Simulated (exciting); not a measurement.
Consider PbO (Litharge), space group P4/nmm.

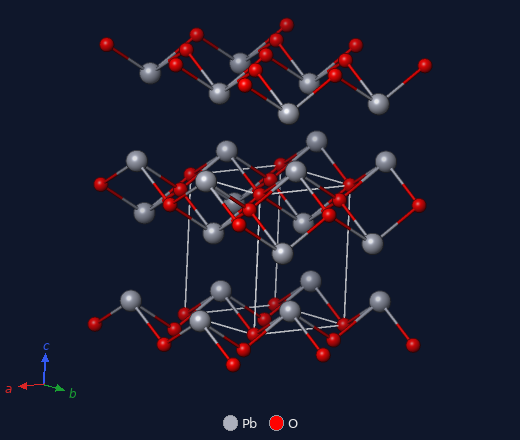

The structure (lead light grey, oxygen red). 2×2×2 cells are drawn. Some periodic images of atoms are drawn too.

```
Pb O
1.0
     3.99000    0.00000    0.00000
     0.00000    3.99000    0.00000
     0.00000    0.00000    5.01000
Pb O
2 2
Cartesian
  1.9950 0.0000 3.8076
  0.0000 1.9950 1.2024
  1.9950 1.9950 0.0000
  0.0000 0.0000 0.0000
```

Absorber: atom 1, with 4 O at 2.33 Å (4-fold, site symmetry 4mm). Method: exciting, all-electron LAPW+lo, PBE, exchange and screened direct term (singlet BSE), 4×4×3 shifted k points, 28 conduction bands, |G+q| up to 3 bohr⁻¹ (2 in the exchange term), full RPA screening with nempty = 55, Lorentzian half width 2.9 eV.

The database entry behind the starting cell differs from later determinations by our own check (an axis about 0.4 % long against later determinations), so it need not match the best structure at ambient conditions.

What does the Pb L₃ spectrum look like, and is there a bound core exciton?

Bound core exciton? Undecided on this mesh: the first bright state (over 5 % of the brightest) lies at -0.10 eV from the Kohn–Sham onset and at -0.61 eV from the lowest bare transition of its own mesh. Maxima (height): 11.9 eV (1.00).

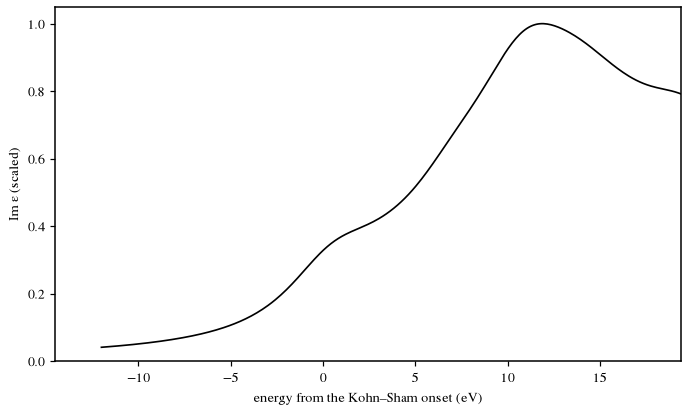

Energy from the Kohn–Sham onset, core level to the lowest empty state found on the meshes used; Im ε in relative units.

Binding energies aren't converged on 48 k points, and fine structure above the first lines is partly noise of the mesh. Exchange and the short-range direct term aren't converged in the kernel cutoff. The zero comes from the unshifted 4×4×3 ground-state mesh; it is exact only where the band minimum lies on that mesh. The conduction states carry no spin here, so the exchange coupling to the spinor core hole is only partly held. This core level is treated alone, with no coupling to its spin–orbit partner. The structure is a published determination, not relaxed.

[Banner, clock and machine lines of the logs are left out without a mark of their own.]

[Logs are printed without paths, hosts, clocks, repeated set-up lines and the standing remarks that a program may print on its own settings, such as how far it seeks lower states.]

[Hosts, paths, dates, database ids (printed as entryN), source tags and the programs' standing remarks are cut or masked in the printed files.]
